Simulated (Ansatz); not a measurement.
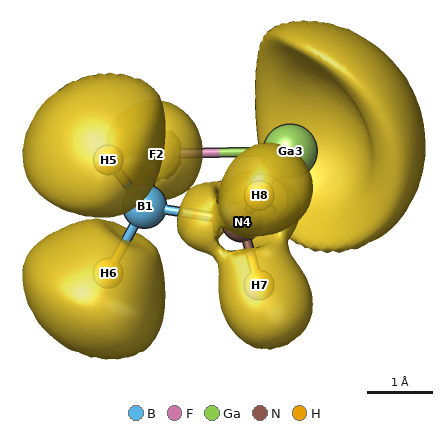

The picture shows: BFGaH$_{4}$N. Isosurface of the electron localisation function at 0.75 (yellow), seen at an oblique angle. Core shells and regions of very low density are left out.

Geometry: B3LYP-D3(BJ)/def2-SVP.

Theory: isolated molecule in a Gaussian basis; Kohn-Sham density functional theory, functional PBE0 (Ansatz).

Input file:

```
basis:
  gaussian:
    orbitals: def2-TZVPD
crystal:
  periodic: [false, false, false]
  atoms:
    - {symbol: B, position_ang: [0.052193, -0.800625, 0.135617]}
    - {symbol: F, position_ang: [0.060552, -2.195542, -0.530735]}
    - {symbol: Ga, position_ang: [1.584722, -1.908192, -1.894020]}
    - {symbol: N, position_ang: [1.207502, -0.121303, -0.678910]}
    - {symbol: H, position_ang: [-1.028051, -0.289059, -0.091516]}
    - {symbol: H, position_ang: [0.345480, -0.948916, 1.307034]}
    - {symbol: H, position_ang: [1.998787, 0.173912, -0.104882]}
    - {symbol: H, position_ang: [0.910436, 0.697403, -1.212069]}
hamiltonian:
  xc: {name: PBE0}
output:
  forces: true
  orbitals: {seedname: orbitals}
```

Command:

```sh
ansatz run input.yaml --threads 2 --pin off --max-ram 4350MiB --events-out events.jsonl --progress --plain --runs-dir runs
```

Where are the electrons localised?

The ELF exceeds this value in two regions around hydrogen nuclei, one region on F in which the atom's valence shell and bonds are merged, one lobe on Ga, pointing away from the bonds (lone pairs) and one joined region spread over several atoms (H, N), in which their bonds and any lone pairs are merged. Profiles from the grid: B–F (1.55 Å): the ELF peaks at about 0.85 between the atoms (a shared but strongly polarised pair). B–N (1.57 Å): the ELF peaks at about 0.95 between the atoms: a shared but strongly polarised pair.
